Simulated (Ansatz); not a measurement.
# CH$_{7}$ClN$_{2}$OSi (SMILES NC[Si](N)(O)Cl): what the fields show

```xyz
13

N     0.0567   -1.9891    0.3765
C    -0.6850   -0.7494    0.5913
Si    0.1600    0.8232    0.0131
N     0.1767    0.8897   -1.7062
O    -0.4903    2.2278    0.6086
Cl    2.0782    0.7582    0.8329
H     0.1862   -2.1661   -0.6176
H     0.9938   -1.8984    0.7675
H    -1.6774   -0.8286    0.1122
H    -0.9021   -0.6385    1.6683
H     0.7907    1.5485   -2.1748
H     0.1335    0.0228   -2.2309
H    -1.1064    2.6593    0.0085
```

Level of theory: Ansatz 0.2.0, RKS PBE0-D4/def2-SVP.

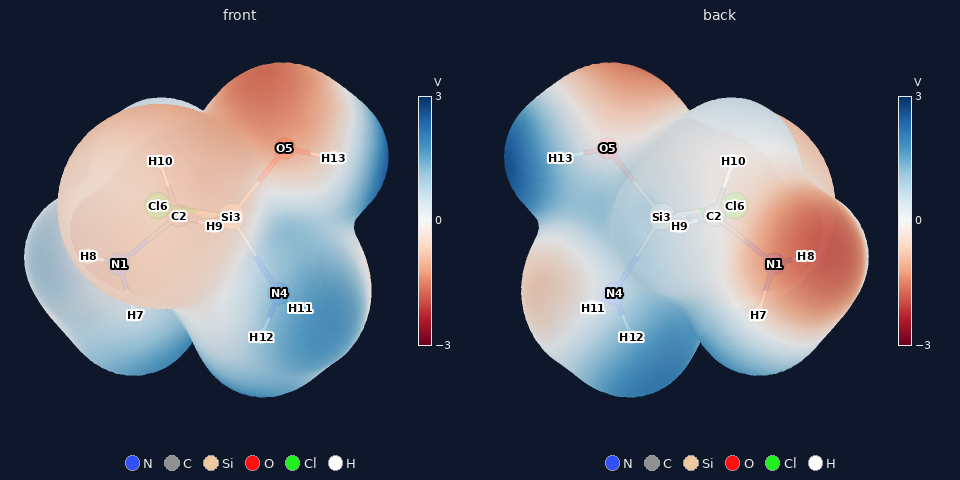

Figure 1. The electrostatic potential painted on the density surface at 0.002 e/bohr³, seen from the front and from behind; red is negative and blue positive.

> Where is the surface potential most negative and most positive?

The most negative region (about −1.8 V) lies over N1, the most positive (about +2.5 V) over H13. N1 is the likeliest acceptor of a hydrogen bond.

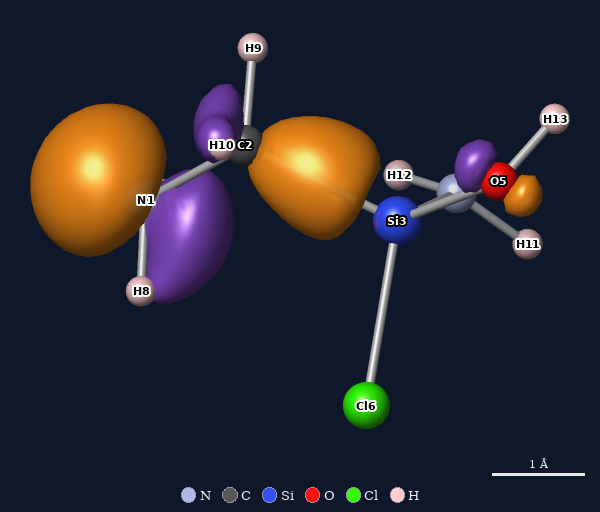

Figure 2. The HOMO at ±0.2 Å⁻³ᐟ² (orange and purple are the two phases), seen from one side.

> Where does this orbital lie, and at what energy?

Its weight (Hirshfeld) is mainly on N1 (about 55 %), C2 (about 15 %) and Si3 (about 10 %). Its energy is −6.43 eV.

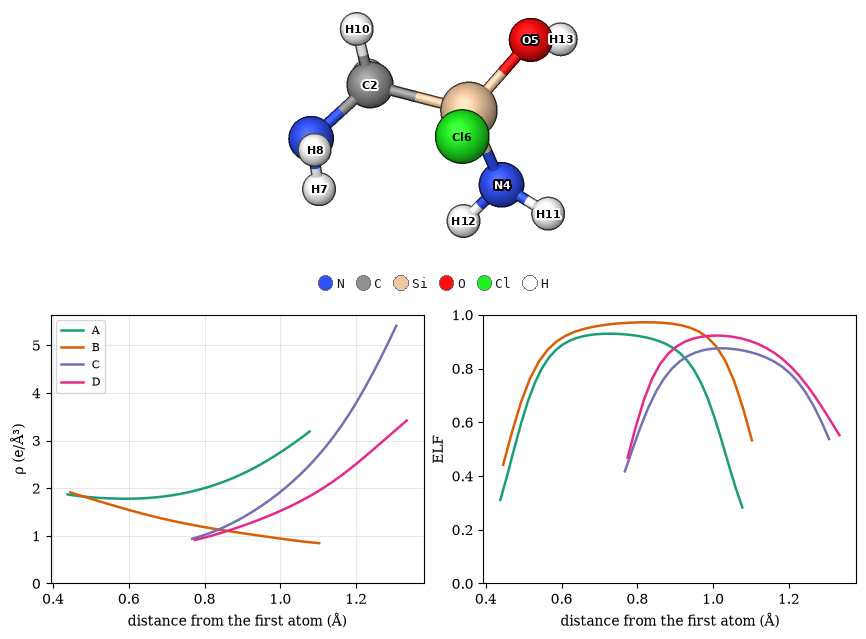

Figure 3. Electron density and electron localisation function along straight lines between neighbouring atoms. The curves leave out the atomic cores. The structure is drawn too.

> Which curve belongs to which contact (C–N, C–Si, Si–N and Si–O)? The first atom named is at distance zero.

Curve A: C–N (1.46 Å): ρ is about 1.9 e/Å³ halfway; the ELF peaks at about 0.95 between the atoms, as expected for a shared electron pair. Curve B: C–Si (1.88 Å): the density is about 1 e/Å³ at the midpoint; the ELF peaks at about 1 between the atoms, as expected for a covalent bond. Curve C: Si–O (1.66 Å): ρ at the midpoint is about 1.1 e/Å³; the ELF peaks at about 0.90 between the atoms (a shared but strongly polarised pair). Curve D: Si–N (1.72 Å): ρ at the midpoint is about 1.1 e/Å³; the ELF peaks at about 0.90 between the atoms (a polar covalent bond).
